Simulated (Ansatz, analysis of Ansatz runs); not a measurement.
# A hop of O in BaZrO3 (Pm-3m), charge +2

How high is the barrier when O changes place in BaZrO3 (Pm-3m)? The case: V_O hop (3.0 Å), charge +2, in a cell of 80 host atoms with 1 O taken out.

Main program and level: Ansatz 0.2.0; plane-wave PAW DFT, PBEsol; nudged elastic band between two relaxed defect structures at fixed charge in a uniform background.

**1. Set-up**

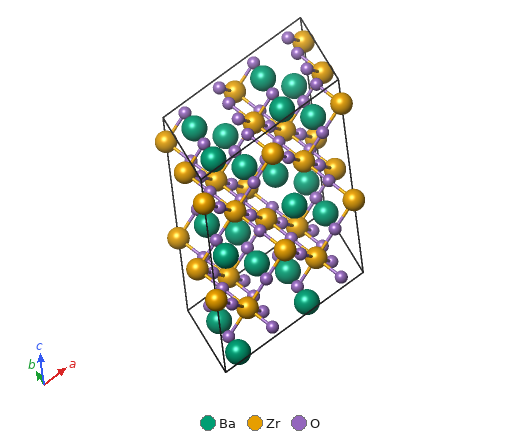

Start, viewed slightly off an axis; barium teal, zirconium orange, oxygen purple. Some periodic images of atoms are drawn too.

The cell holds 79 atoms: 16 Ba, 16 Zr and 47 O. Its edges and angles: a = 11.825 Å, b = 11.825 Å, c = 11.825 Å, α = 60.0°, β = 60.0°, γ = 60.0°. It derives from BaZrO3 (space group Pm-3m). Nearest the centre at fractional (0.375, 0.375, 0.500): O40 at 1.48 Å, Zr4 at 1.48 Å, Ba12 at 2.56 Å, O18 at 2.56 Å, Ba70 at 2.56 Å, O66 at 2.56 Å, Zr33 at 3.31 Å, O36 at 3.31 Å. The cell carries charge +2.

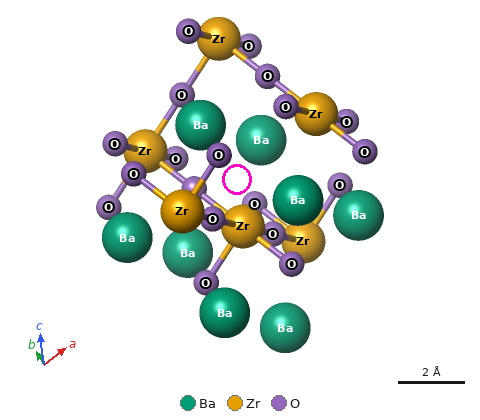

The atoms within 5 Å of the centre. A ring marks the middle of the ideal hop wherever no atom is near it.

The cell's shortest repeat is 11.8 Å.

**2. Relaxation of the start point, charge +2**

The ends come first: from an unrelaxed start the top is counted from too high an energy, and the barrier comes out too low. Small random displacements break the symmetry of the ideal sites, so that the defect can distort if it gains by it. The charge of +2 is set by the electron count, and a uniform background keeps the cell neutral.

Input file qp2_c80k1s.start/input.yaml:

```yaml
crystal:
  lattice:
    - [0.0, 8.36127347, 8.36127347]
    - [8.36127347, 0.0, 8.36127347]
    - [8.36127347, 8.36127347, 0.0]
  atoms:
    - { symbol: Ba, position: [0.0, 0.0, 0.0] }
    - { symbol: Ba, position: [0.25, 0.25, 0.25] }
    - { symbol: Zr, position: [0.125, 0.125, 0.125] }
    - { symbol: Zr, position: [0.375, 0.375, 0.375] }
    - { symbol: O, position: [0.0, 0.25, 0.0] }
    - { symbol: O, position: [0.25, 0.0, 0.25] }
    - { symbol: O, position: [0.0, 0.0, 0.25] }
    - { symbol: O, position: [0.25, 0.25, 0.0] }
    - { symbol: O, position: [0.0, 0.25, 0.25] }
    - { symbol: O, position: [0.25, 0.0, 0.0] }
    - { symbol: Ba, position: [0.0, 0.0, 0.5] }
    - { symbol: Ba, position: [0.25, 0.25, 0.75] }
    - { symbol: Zr, position: [0.125, 0.125, 0.625] }
    - { symbol: Zr, position: [0.375, 0.375, 0.875] }
    - { symbol: O, position: [0.0, 0.25, 0.5] }
    - { symbol: O, position: [0.25, 0.0, 0.75] }
    - { symbol: O, position: [0.0, 0.0, 0.75] }
    - { symbol: O, position: [0.25, 0.25, 0.5] }
    - { symbol: O, position: [0.0, 0.25, 0.75] }
    - { symbol: O, position: [0.25, 0.0, 0.5] }
    - { symbol: Ba, position: [0.0, 0.5, 0.0] }
    - { symbol: Ba, position: [0.25, 0.75, 0.25] }
    - { symbol: Zr, position: [0.125, 0.625, 0.125] }
    - { symbol: Zr, position: [0.375, 0.875, 0.375] }
    - { symbol: O, position: [0.0, 0.75, 0.0] }
    - { symbol: O, position: [0.25, 0.5, 0.25] }
    - { symbol: O, position: [0.0, 0.5, 0.25] }
    - { symbol: O, position: [0.25, 0.75, 0.0] }
    - { symbol: O, position: [0.0, 0.75, 0.25] }
    - { symbol: O, position: [0.25, 0.5, 0.0] }
    - { symbol: Ba, position: [0.0, 0.5, 0.5] }
    - { symbol: Ba, position: [0.25, 0.75, 0.75] }
    - { symbol: Zr, position: [0.125, 0.625, 0.625] }
    - { symbol: Zr, position: [0.375, 0.875, 0.875] }
    - { symbol: O, position: [0.0, 0.75, 0.5] }
    - { symbol: O, position: [0.25, 0.5, 0.75] }
    - { symbol: O, position: [0.0, 0.5, 0.75] }
    - { symbol: O, position: [0.25, 0.75, 0.5] }
    - { symbol: O, position: [0.0, 0.75, 0.75] }
    - { symbol: O, position: [0.25, 0.5, 0.5] }
    - { symbol: Ba, position: [0.5, 0.0, 0.0] }
    - { symbol: Ba, position: [0.75, 0.25, 0.25] }
    - { symbol: Zr, position: [0.625, 0.125, 0.125] }
    - { symbol: Zr, position: [0.875, 0.375, 0.375] }
    - { symbol: O, position: [0.5, 0.25, 0.0] }
    - { symbol: O, position: [0.75, 0.0, 0.25] }
    - { symbol: O, position: [0.5, 0.0, 0.25] }
    - { symbol: O, position: [0.75, 0.25, 0.0] }
    - { symbol: O, position: [0.5, 0.25, 0.25] }
    - { symbol: O, position: [0.75, 0.0, 0.0] }
    - { symbol: Ba, position: [0.5, 0.0, 0.5] }
    - { symbol: Ba, position: [0.75, 0.25, 0.75] }
    - { symbol: Zr, position: [0.625, 0.125, 0.625] }
    - { symbol: Zr, position: [0.875, 0.375, 0.875] }
    - { symbol: O, position: [0.75, 0.0, 0.75] }
    - { symbol: O, position: [0.5, 0.0, 0.75] }
    - { symbol: O, position: [0.75, 0.25, 0.5] }
    - { symbol: O, position: [0.5, 0.25, 0.75] }
    - { symbol: O, position: [0.75, 0.0, 0.5] }
    - { symbol: Ba, position: [0.5, 0.5, 0.0] }
    - { symbol: Ba, position: [0.75, 0.75, 0.25] }
    - { symbol: Zr, position: [0.625, 0.625, 0.125] }
    - { symbol: Zr, position: [0.875, 0.875, 0.375] }
    - { symbol: O, position: [0.5, 0.75, 0.0] }
    - { symbol: O, position: [0.75, 0.5, 0.25] }
    - { symbol: O, position: [0.5, 0.5, 0.25] }
    - { symbol: O, position: [0.75, 0.75, 0.0] }
    - { symbol: O, position: [0.5, 0.75, 0.25] }
    - { symbol: O, position: [0.75, 0.5, 0.0] }
    - { symbol: Ba, position: [0.5, 0.5, 0.5] }
    - { symbol: Ba, position: [0.75, 0.75, 0.75] }
    - { symbol: Zr, position: [0.625, 0.625, 0.625] }
    - { symbol: Zr, position: [0.875, 0.875, 0.875] }
    - { symbol: O, position: [0.5, 0.75, 0.5] }
    - { symbol: O, position: [0.75, 0.5, 0.75] }
    - { symbol: O, position: [0.5, 0.5, 0.75] }
    - { symbol: O, position: [0.75, 0.75, 0.5] }
    - { symbol: O, position: [0.5, 0.75, 0.75] }
    - { symbol: O, position: [0.75, 0.5, 0.5] }
total_charge: 2
basis:
  ecutwfc: 420
  xc_grid: 2
hamiltonian:
  xc: pbesol
kpoints:
  mp_grid: { grid: [1, 1, 1], shift: [0.25, 0.25, 0.25] }
scf:
  occupations: { method: fixed }
  max_iter: 120
output:
  forces: true
relax:
  f_tol: 0.02
  max_steps: 70
  random_displacement: { amplitude: 0.03, seed: 3667 }
```

Started as:

```console
$ ansatz run input.yaml --threads 4 --pin off --max-ram 14131MiB --backend cpu --events-out ev --progress --plain --runs-dir out
```

Numbers of over 12 decimals in the logs are rounded to 6 here.

Log:

```text
[... repeated set-up lines and file paths are left out, and long positions are rounded to six places ...]
The last accepted step is kept in <dir> (removed where the run ends without a failure and the disk answers)
Engine: ansatz 0.2.0, aarch64-unknown-linux-gnu
Pseudopotentials: kind: paw
Pseudopotential: Ba, paw, valence charge 10, recommended cutoff 420 eV (normal), Ba.paw.azcp
Pseudopotential: Zr, paw, valence charge 12, recommended cutoff 420 eV (normal), Zr.paw.azcp
Pseudopotential: O, paw, valence charge 6, recommended cutoff 420 eV (normal), O.paw.azcp
Functional definition: PBEsol
  exchange = pbesol_x
  correlation = pbesol_c
Crystal: 79 atoms, lattice volume = 1169.088 Å³
Basis set: ecut = 420 eV, 22995 PW (Γ), exchange–correlation on 160×160×160 points (8 copies of the dense FFT grid, shifted against one another)
Bands: 395, of which v1, the nominal top of the filled ones, is band 316 counted from 1 (315 counted from 0)
Symmetry: 1 space group operations
k-points: 1
Non-local potential: Ba, projectors of the file, l = 0: 3, l = 1: 2, l = 2: 2, l = 3: 2
Non-local potential: Zr, projectors of the file, l = 0: 3, l = 1: 2, l = 2: 2, l = 3: 2
Non-local potential: O, projectors of the file, l = 0: 2, l = 1: 2, l = 2: 1
PAW form: soft (Blöchl's): semilocal exchange-correlation on the pseudo side does not see the compensation charge
PAW frozen core: Ba, regenerated for the run's functional, and the local potential with it (the file was generated under x = pbe(κ = 0.804, μ = 0.219515), c = pbe(β = 0.066725))
PAW frozen core: Zr, regenerated for the run's functional, and the local potential with it (the file was generated under x = pbe(κ = 0.804, μ = 0.219515), c = pbe(β = 0.066725))
PAW frozen core: O, regenerated for the run's functional, and the local potential with it (the file was generated under x = pbe(κ = 0.804, μ = 0.219515), c = pbe(β = 0.066725))
PAW one-centre angular grid: Ba, 194 points (default); XC on 64 Gauss nodes
PAW one-centre angular grid: Zr, 590 points (default); XC on 64 Gauss nodes
PAW one-centre angular grid: O, 110 points (default); XC on 64 Gauss nodes
Initial density: superposition of atomic densities (neutral atoms scaled as one to the charged cell's electrons: chi_scale 0, normalization atom), corrected by the library's trained network
Initial wavefunctions: pseudopotential atomic-orbital guess
Functional: x = pbesol(κ = 0.804, μ = 0.123457), c = pbesol(β = 0.046)
SCF iter   1: F=—  HF=-186386.447772 eV  |F-HF|=—  |Δ(HF+E_count)|=         —  Δρ=1.15e-2  dr2=5.51e0  ethr=1.77e-3  ⟨swp⟩=5.0  Hψ=1322  notcnv=0  defer=75
preconditioner: auto → Resta (q_TF=auto, 2.462 Å⁻¹)  ε∞=3.7  [insulator: Δε(μ)=2.394 eV  Ē_g=16.058 eV  n_scr=282 (ndim 8)  ℏωp=26.6 eV  f_vac=0.000  ε∞_Penn≈3.7]
SCF iter   2: F=—  HF=-186385.192956 eV  |F-HF|=—  |Δ(HF+E_count)|=    1.25e0  Δρ=5.60e-3  dr2=1.30e0  ethr=8.72e-4  ⟨swp⟩=3.0  Hψ=572  notcnv=0  defer=76
SCF iter   3: F=—  HF=-186384.884715 eV  |F-HF|=—  |Δ(HF+E_count)|=   3.08e-1  Δρ=5.03e-3  dr2=3.10e-1  ethr=2.06e-4  ⟨swp⟩=4.0  Hψ=632  notcnv=0  defer=77
SCF iter   4: F=—  HF=-186384.813173 eV  |F-HF|=—  |Δ(HF+E_count)|=   7.15e-2  Δρ=1.50e-3  dr2=3.46e-2  ethr=4.90e-5  ⟨swp⟩=3.0  Hψ=726  notcnv=0  defer=77
SCF iter   5: F=—  HF=-186384.809580 eV  |F-HF|=—  |Δ(HF+E_count)|=   3.59e-3  Δρ=5.61e-4  dr2=3.96e-3  ethr=5.48e-6  ⟨swp⟩=3.0  Hψ=645  notcnv=0  defer=77
SCF iter   6: F=—  HF=-186384.811163 eV  |F-HF|=—  |Δ(HF+E_count)|=   1.58e-3  Δρ=3.28e-4  dr2=1.31e-3  ethr=6.27e-7  ⟨swp⟩=2.0  Hψ=697  notcnv=0  defer=77
SCF iter   7: F=—  HF=-186384.811117 eV  |F-HF|=—  |Δ(HF+E_count)|=   4.64e-5  Δρ=7.57e-5  dr2=6.46e-5  ethr=2.08e-7  ⟨swp⟩=2.0  Hψ=626  notcnv=0  defer=77
SCF iter   8: F=—  HF=-186384.811147 eV  |F-HF|=—  |Δ(HF+E_count)|=   3.00e-5  Δρ=5.17e-5  dr2=2.74e-5  ethr=1.58e-9  ⟨swp⟩=6.0  Hψ=1362  notcnv=0
SCF iter   9: F=-186384.811143 eV  HF=-186384.811143 eV  |F-HF|=2.56e-7  |Δ(HF+E_count)|=   3.81e-6  Δρ=8.32e-6  dr2=6.18e-7  ethr=1.58e-9  ⟨swp⟩=2.0  Hψ=1272  notcnv=0
SCF 1 converged in 9 iterations: F = -186384.811143 eV  dr2 = 6.18e-7
  greatest PAW one-centre occupation: 0.996 electrons in one spin orbital (limit 2), on the Zr atom at site 3 (counted from 0), in its partial waves of l = 0
relax step   1: F+E_penalty+E_count = -186384.81114341 eV  Δ(F+E_penalty+E_count) = +0.000e0 eV  max|allowed force component| = 4.686e0 eV/Å  Δτ_max = 0.0000 Å  (9 SCF iters, dr2 threshold 1.00e-5 eV, accepted)
[... the SCF cycles and remarks between the steps are left out from here to the last step ...]
relax step   2: F+E_penalty+E_count = -186387.05415557 eV  Δ(F+E_penalty+E_count) = -2.243e0 eV  max|allowed force component| = 8.131e-1 eV/Å  Δτ_max = 0.1950 Å  (7 SCF iters, dr2 threshold 1.00e-4 eV, accepted)
relax step   3: F+E_penalty+E_count = -186387.48405083 eV  Δ(F+E_penalty+E_count) = -4.299e-1 eV  max|allowed force component| = 2.387e-1 eV/Å  Δτ_max = 0.1839 Å  (7 SCF iters, dr2 threshold 4.13e-5 eV, accepted)
relax step   4: F+E_penalty+E_count = -186387.50888135 eV  Δ(F+E_penalty+E_count) = -2.483e-2 eV  max|allowed force component| = 2.369e-1 eV/Å  Δτ_max = 0.0246 Å  (6 SCF iters, dr2 threshold 3.56e-6 eV, accepted)
relax step   5: F+E_penalty+E_count = -186387.51631603 eV  Δ(F+E_penalty+E_count) = -7.435e-3 eV  max|allowed force component| = 5.699e-2 eV/Å  Δτ_max = 0.0128 Å  (5 SCF iters, dr2 threshold 4.84e-6 eV, accepted)
relax step   6: F+E_penalty+E_count = -186387.51870793 eV  Δ(F+E_penalty+E_count) = -2.392e-3 eV  max|allowed force component| = 4.238e-2 eV/Å  Δτ_max = 0.0079 Å  (7 SCF iters, accepted)
relax step   7: F+E_penalty+E_count = -186387.51593292 eV  Δ(F+E_penalty+E_count) = +2.775e-3 eV  max|allowed force component| = 1.013e-1 eV/Å  Δτ_max = 0.0388 Å  (7 SCF iters, rejected (line search))
relax step   8: F+E_penalty+E_count = -186387.51997694 eV  Δ(F+E_penalty+E_count) = -1.269e-3 eV  max|allowed force component| = 4.161e-2 eV/Å  Δτ_max = 0.0194 Å  (7 SCF iters, accepted)
relax step   9: F+E_penalty+E_count = -186387.52143885 eV  Δ(F+E_penalty+E_count) = -1.462e-3 eV  max|allowed force component| = 3.946e-2 eV/Å  Δτ_max = 0.0296 Å  (7 SCF iters, dr2 threshold 9.57e-7 eV, accepted)
relax step  10: F+E_penalty+E_count = -186387.51109519 eV  Δ(F+E_penalty+E_count) = +1.034e-2 eV  max|allowed force component| = 1.164e-1 eV/Å  Δτ_max = 0.1487 Å  (8 SCF iters, dr2 threshold 1.40e-6 eV, rejected (line search))
relax step  11: F+E_penalty+E_count = -186387.52921896 eV  Δ(F+E_penalty+E_count) = -7.780e-3 eV  max|allowed force component| = 1.174e-1 eV/Å  Δτ_max = 0.0560 Å  (8 SCF iters, accepted)
relax step  12: F+E_penalty+E_count = -186387.53753408 eV  Δ(F+E_penalty+E_count) = -8.315e-3 eV  max|allowed force component| = 1.274e-1 eV/Å  Δτ_max = 0.0739 Å  (6 SCF iters, dr2 threshold 1.24e-5 eV, accepted)
relax step  13: F+E_penalty+E_count = -186387.33073318 eV  Δ(F+E_penalty+E_count) = +2.068e-1 eV  max|allowed force component| = 8.221e-1 eV/Å  Δτ_max = 0.1097 Å  (7 SCF iters, dr2 threshold 1.62e-5 eV, rejected (line search))
relax step  14: F+E_penalty+E_count = -186387.54586826 eV  Δ(F+E_penalty+E_count) = -8.334e-3 eV  max|allowed force component| = 2.547e-2 eV/Å  Δτ_max = 0.0525 Å  (9 SCF iters, accepted)
SCF iter   1: F=—  HF=-186387.545430 eV  |F-HF|=—  |Δ(HF+E_count)|=         —  Δρ=8.42e-4  dr2=4.18e-3  ethr=1.24e-5  ⟨swp⟩=3.0  Hψ=664  notcnv=0  defer=77
SCF iter   2: F=—  HF=-186387.545163 eV  |F-HF|=—  |Δ(HF+E_count)|=   2.66e-4  Δρ=4.43e-4  dr2=1.26e-3  ethr=6.61e-7  ⟨swp⟩=2.0  Hψ=466  notcnv=0  defer=77
SCF iter   3: F=—  HF=-186387.545189 eV  |F-HF|=—  |Δ(HF+E_count)|=   2.53e-5  Δρ=1.30e-4  dr2=1.71e-4  ethr=2.00e-7  ⟨swp⟩=2.0  Hψ=509  notcnv=0  defer=72
SCF iter   4: F=—  HF=-186387.545180 eV  |F-HF|=—  |Δ(HF+E_count)|=   8.71e-6  Δρ=5.01e-5  dr2=2.58e-5  ethr=2.70e-8  ⟨swp⟩=2.0  Hψ=559  notcnv=0  defer=72
SCF iter   5: F=—  HF=-186387.546655 eV  |F-HF|=—  |Δ(HF+E_count)|=   1.48e-3  Δρ=1.18e-5  dr2=1.28e-6  ethr=4.08e-9  ⟨swp⟩=2.0  Hψ=464  notcnv=0  defer=72
SCF iter   6: F=—  HF=-186387.546656 eV  |F-HF|=—  |Δ(HF+E_count)|=   4.59e-7  Δρ=6.04e-6  dr2=3.63e-7  ethr=2.03e-10  ⟨swp⟩=2.0  Hψ=637  notcnv=0  defer=72
SCF iter   7: F=-186387.546656 eV  HF=-186387.546656 eV  |F-HF|=5.06e-9  |Δ(HF+E_count)|=   4.41e-8  Δρ=1.15e-6  dr2=1.35e-8  ethr=1.58e-11  ⟨swp⟩=2.0  Hψ=1354  notcnv=0
SCF 15 converged in 7 iterations: F = -186387.546656 eV  dr2 = 1.35e-8
relax step  15: F+E_penalty+E_count = -186387.54665572 eV  Δ(F+E_penalty+E_count) = -7.875e-4 eV  max|allowed force component| = 1.096e-2 eV/Å  Δτ_max = 0.0150 Å  (7 SCF iters, accepted)
SCF converged after 7 iterations
Free energy (F): -186387.546656 eV
Harris-Foulkes:  -186387.546656 eV  (|F-HF|=5.06e-9)
Internal energy: -186387.546656 eV  (E = F + TS)
E sigma→0 (E₀):  -186387.546656 eV
Fermi energy:    9.647746 eV
--- Per-component energies (eV) ---
  E_band       = -1533.560173
  E_kinetic    = 16293.551212
  E_local      = -30950.689917  (includes V_loc(G=0)·N_el)
  E_nonlocal   = 4427.820090
  E_hartree    = 10951.874795
  E_xc         = -8710.696868
  E_vxc        = -9673.864265  (∫ρ·V_xc dr)
  E_paw        = -135778.630490  (= ΣΔE_a)
  E_vpaw       = -3534.241434  (= ΣTr[D̂ρ^β])
  E_aug_tail   = 0.115437  (compensation charges beyond the density's cutoff)
  E_ewald      = -42627.623905
  E_core_change = 6.732989  (= ΣΔE_core)
  E_smearing   = -0.000000  (= −TS)
  E_closure    = 0.000000  (closes the sum)
  E_deformation_potential = 41.275890  (in the stress; not in F)
  Σ components = -186387.546656   (vs F -186387.546656, Δ=0.00e0)
--- Forces (eV/Å), atoms counted from 1 ---
  atom   1  Ba    -0.00094212     0.00021195     0.00100872
  atom   2  Ba     0.00021974    -0.00047346     0.00014185
  [... 1 atom left out ...]
  atom   4  Zr     0.00324739     0.00599589    -0.00659569
  [... 7 atoms left out ...]
  atom  12  Ba     0.00400412    -0.00006372    -0.00230599
  [... 5 atoms left out ...]
  atom  18  O      0.00242541     0.00258201    -0.00142273
  [... 7 atoms left out ...]
  atom  26  O      0.00269643    -0.00121684     0.00533372
  [... 6 atoms left out ...]
  atom  33  Zr    -0.00060055     0.00451550     0.00173960
  [... 2 atoms left out ...]
  atom  36  O      0.00005361    -0.00095096     0.00052679
  [... 3 atoms left out ...]
  atom  40  O      0.00001060    -0.00288739     0.00352156
  [... 17 atoms left out ...]
  atom  58  O      0.00106628    -0.00358728    -0.00244357
  [... 7 atoms left out ...]
  atom  66  O      0.00052392    -0.00439521     0.00197424
  [... 3 atoms left out ...]
  atom  70  Ba    -0.00000804     0.00574803    -0.00054366
  [... 9 atoms left out ...]
  max |Σ_I F_I| component: 1.75e-5 eV/Å
--- Relaxed structure (15 steps of the walk, 12 accepted, 0 SCFs on fresh bases) ---
  F+E_penalty+E_count = -186387.54665572 eV   max|allowed force component| = 1.096e-2 eV/Å
  atoms:
    - { symbol: Ba, position: [-0.001097, -0.000675, 0.001385] }
    - { symbol: Ba, position: [0.246650, 0.247281, 0.246496] }
    [... 1 atom left out ...]
    - { symbol: Zr, position: [0.363071, 0.384936, 0.367278] }
    [... 7 atoms left out ...]
    - { symbol: Ba, position: [0.243532, 0.248855, 0.756795] }
    [... 5 atoms left out ...]
    - { symbol: O, position: [0.271479, 0.234370, 0.512986] }
    [... 7 atoms left out ...]
    - { symbol: O, position: [0.236523, 0.502785, 0.264112] }
    [... 6 atoms left out ...]
    - { symbol: Zr, position: [0.127029, 0.622836, 0.625437] }
    [... 2 atoms left out ...]
    - { symbol: O, position: [0.232963, 0.507518, 0.767349] }
    [... 3 atoms left out ...]
    - { symbol: O, position: [0.271225, 0.477912, 0.516021] }
    [... 17 atoms left out ...]
    - { symbol: O, position: [0.485247, 0.266135, 0.727703] }
    [... 7 atoms left out ...]
    - { symbol: O, position: [0.505551, 0.487895, 0.262627] }
    [... 3 atoms left out ...]
    - { symbol: Ba, position: [0.502571, 0.506750, 0.498033] }
    [... 9 atoms left out ...]
```

It took 9.9 min on 4 threads of Arm Neoverse N1, shared host; peak memory 2.4 GiB; 38 min of CPU time.

The steps of the relaxation:

```
step  energy less that of the first step (eV)  largest force component (eV/Å)
   1                                   0.0000                          4.6862
   2                                  -2.2430                          0.8131
   3                                  -2.6729                          0.2387
   4                                  -2.6977                          0.2369
   5                                  -2.7052                          0.0570
   6                                  -2.7076                          0.0424
   7                                  -2.7048                          0.1013
   8                                  -2.7088                          0.0416
   9                                  -2.7103                          0.0395
  10                                  -2.7000                          0.1164
  11                                  -2.7181                          0.1174
  12                                  -2.7264                          0.1274
  13                                  -2.5196                          0.8221
  14                                  -2.7347                          0.0255
  15                                  -2.7355                          0.0110
```

Relaxation steps 7, 10, 13 were tried and not accepted.

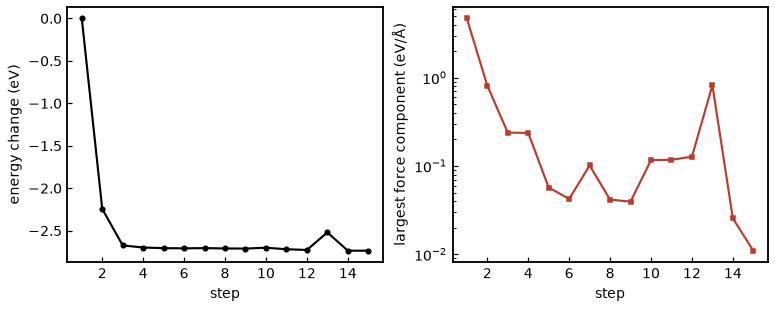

Energy and largest force along the relaxation.

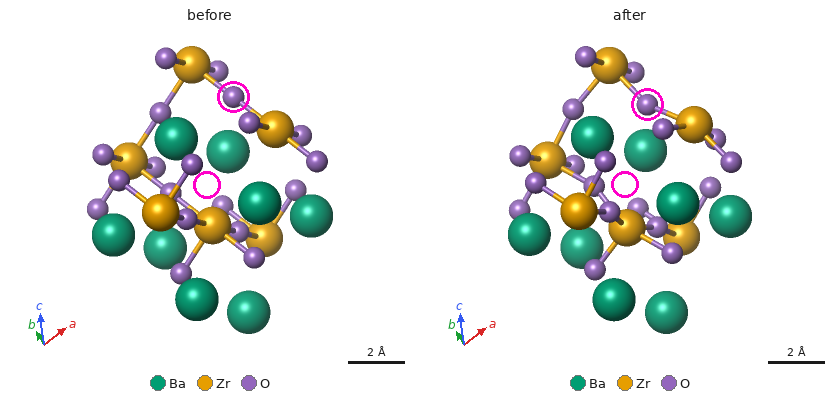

Before and after: the atoms that start within 5 Å of the centre. O58, which moves most, is ringed if it is among them. A ring with no atom in it marks the middle of the ideal hop.

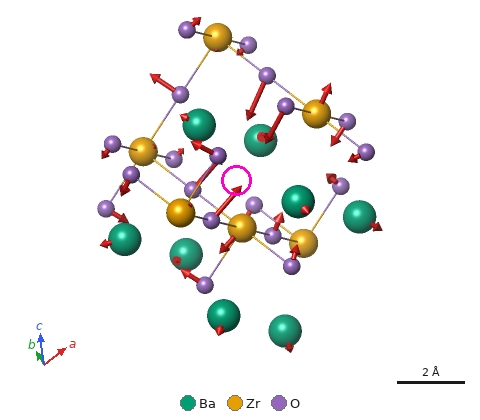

Displacements in the relaxation from the typed sites near the centre, exaggerated, the mean shift taken out; the longest in the cell stands for 0.32 Å. A ring marks the middle of the ideal hop wherever no atom is near it.

The atoms that moved most (Å, from the sites as typed, ahead of the random displacement, the mean shift of all atoms taken out):

```
atom      dx      dy      dz  length
 O58  -0.048  -0.313   0.015   0.317
 O40  -0.047   0.309  -0.004   0.312
 O18  -0.019   0.285   0.052   0.291
 O56   0.001  -0.280   0.051   0.284
 O36   0.211   0.000  -0.077   0.225
 O16   0.122   0.000  -0.171   0.210
 O57  -0.024  -0.163  -0.055   0.174
 O25  -0.144   0.000   0.088   0.169
```

Neighbours of O40 at the end:

```
atom  distance (Å)
 Zr4         2.076
Zr33         2.146
Ba12         2.791
Ba70         2.815
 O66         2.888
 O18         2.896
 O36         2.949
 O38         2.996
 O37         3.016
```

This step gave:

```yaml
free_energy: -186387.5467 eV
r_m_s_move_of_the_farther_half_of_the_atoms: 0.09255 Å
largest_move_from_the_ideal_geometry_of_this_structure_a_common_shift_of_the_far_atoms_taken_out: 0.3348 Å
```

The relaxation gained 2.736 eV and ended with a largest force component of 0.011 eV/Å.

[end of part 1 of 3]

[Logs are printed without paths, hosts, clocks, repeated set-up lines and the standing remarks that a program may print on its own settings, such as how far it seeks lower states.]

[Hosts, paths, dates, database ids (printed as entryN), source tags and the programs' standing remarks are cut or masked in the printed files.]
